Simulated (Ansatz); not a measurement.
# H2MgOSi (SMILES [MgH][O][SiH]): what the fields show

The calculation's input:

```
crystal:
  periodic: [false, false, false]
  atoms:
    - symbol: Mg
      position_ang: [-0.769520, -0.021965, -0.930692]
    - symbol: O
      position_ang: [0.527299, 0.515172, 0.224250]
    - symbol: Si
      position_ang: [1.752360, 0.902734, 1.255842]
    - symbol: H
      position_ang: [1.307388, 2.343630, 1.666764]
    - symbol: H
      position_ang: [-1.959076, -0.537621, -2.001503]
basis:
  gaussian:
    orbitals: def2-TZVPD
hamiltonian:
  xc: {name: PBE0}
output:
  forces: true
  orbitals: {seedname: orbitals}
```

Launched as:

```sh
ansatz run input.yaml --threads 1 --pin off --max-ram 2610MiB --events-out events.jsonl --progress --plain --runs-dir runs
```

Geometry: B3LYP-D3(BJ)/def2-SVP.

The calculation used isolated molecule in a Gaussian basis; Kohn-Sham density functional theory, functional PBE0 (Ansatz 0.2.0).

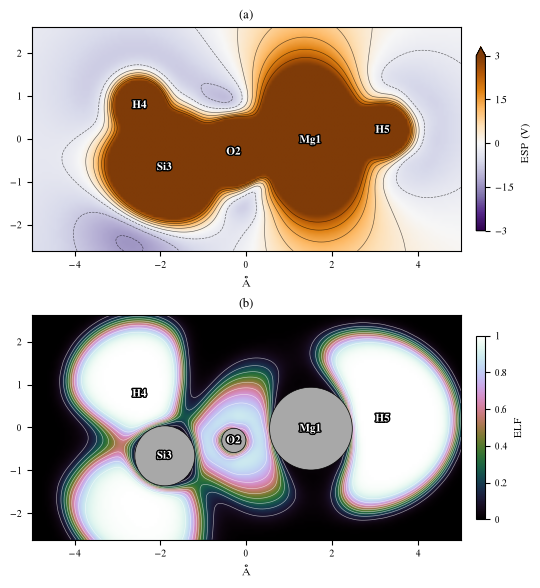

Figure 1. (a) molecular electrostatic potential; (b) ELF on the molecular plane. Grey discs cover the atomic cores in the ELF map.

What does the map show?

The section cuts through Mg, O, Si and H sites.
Si–O (1.65 Å): the ELF peaks at about 0.85 between the atoms; a polar covalent bond.
Mg–O (1.82 Å): the ELF peaks at about 0.85 in the valence shell of O, 0.6 Å from its nucleus, and is about 0.25 at the midpoint (a closed-shell, largely ionic contact).
Si–H (1.56 Å): the ELF climbs to about 1 towards the hydrogen, as it does in any bond to H.
Mg–H (1.68 Å): the ELF climbs to about 1 towards the hydrogen.
The ELF also peaks beside Si3, away from the bonds: lone-pair regions.
Outside the dense part of the molecule the potential is most negative (−1.4 V) near Si3.

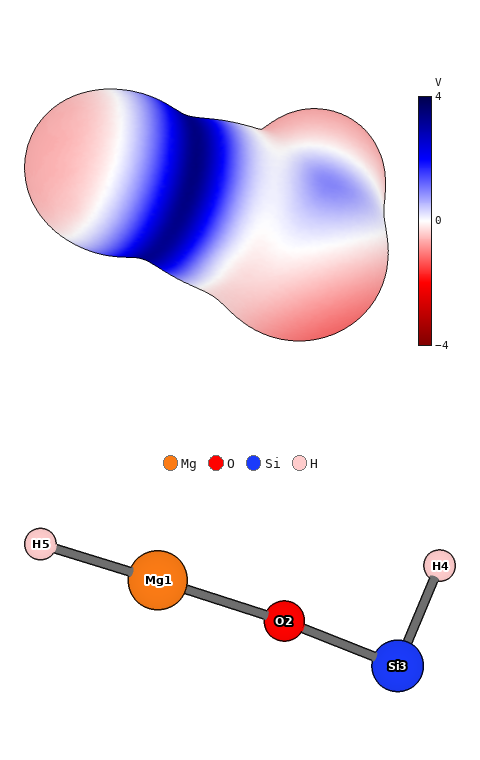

Figure 2. The molecular electrostatic potential painted on the density surface at 0.001 e/bohr³, seen at a tilt; the colour scale runs from red (negative) to blue (positive). The bare structure is drawn below in the same view.

Where is the surface potential most negative and most positive?

The most negative region (about −1.1 V) lies over Si3, the most positive (about +3.4 V) over Mg1.

How polar is the molecule by this calculation?

Its dipole moment is 2.03 D.

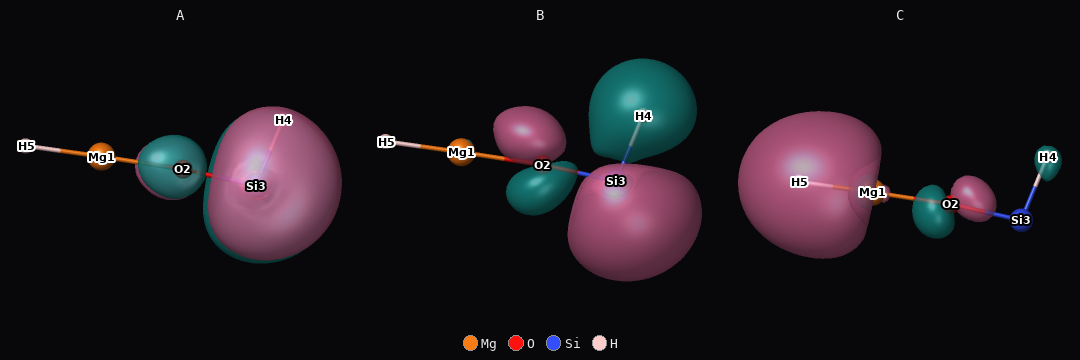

Figure 3. Three frontier orbitals at ±0.08 Å⁻³ᐟ² (teal and pink are the two phases), in no order.

Which picture is the HOMO−1, the HOMO and the LUMO?

C is the HOMO−1 (−8.32 eV). It lies mainly on H5 (about 55 %) and Mg1 (about 35 %); it is symmetric in the molecular plane (an in-plane orbital: σ, lone-pair or in-plane π type). B is the HOMO (−5.65 eV). By Hirshfeld shares it lies mainly on Si3 (about 65 %), H4 (about 20 %) and O2 (about 15 %); it is symmetric in the molecular plane (an in-plane orbital: σ, lone-pair or in-plane π type). A is the LUMO (−1.60 eV). By Hirshfeld shares it lies mainly on Si3 (about 80 %) and O2 (about 10 %); it changes sign across the molecular plane (π type).

What is the HOMO–LUMO gap?

4.05 eV between the orbital energies.
